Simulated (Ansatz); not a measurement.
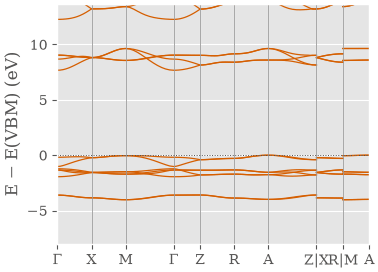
Figure. Band structure from the program Ansatz at the r²SCAN+D4 level (PAW)

Task: Read off the gap and where the band edges lie.

Result: About 7.7 eV (7.67 eV by a search for the band edges); maximum at A, minimum at Γ.

The material is N in space group P4_2/mnm (No. 136; N on 4f).

The first step of the workflow began from a Materials Project structure, measured or hypothetical; the Crystallography Open Database copy checked does not list it. It is not the usual solid phase (space group No. 205). Symmetry was held in the r²SCAN+D4 relaxation; phonons on a q-mesh show weakly imaginary modes. The substance is a gas or liquid at ambient conditions.

Potentials: the later of the program's two PAW sets.
